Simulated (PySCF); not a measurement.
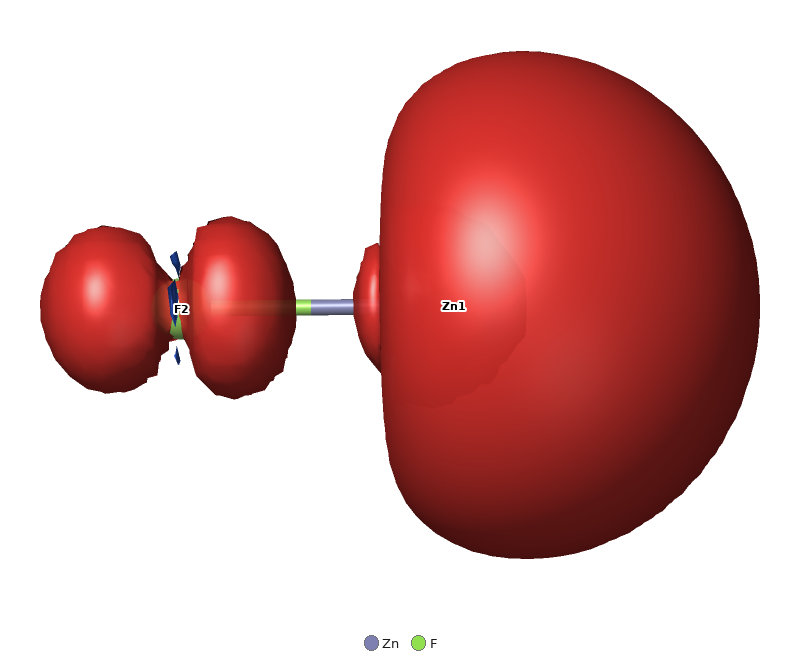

*ZnF (doublet). Isosurfaces of the spin density at +0.015 (red) and −0.015 e/Å³ (blue), seen from one side.*

Level of theory: PBE0/jorge-DZP-DKH, spin-free X2C-1e, Gaussian nucleus, at a bond length of 1.787 Å in PySCF 2.14.0.

> Where is the unpaired spin?

The unpaired spin (1 electron) lies mostly on Zn1 (about 0.9) and F2 (about 0.1), in electrons by Hirshfeld's partition.
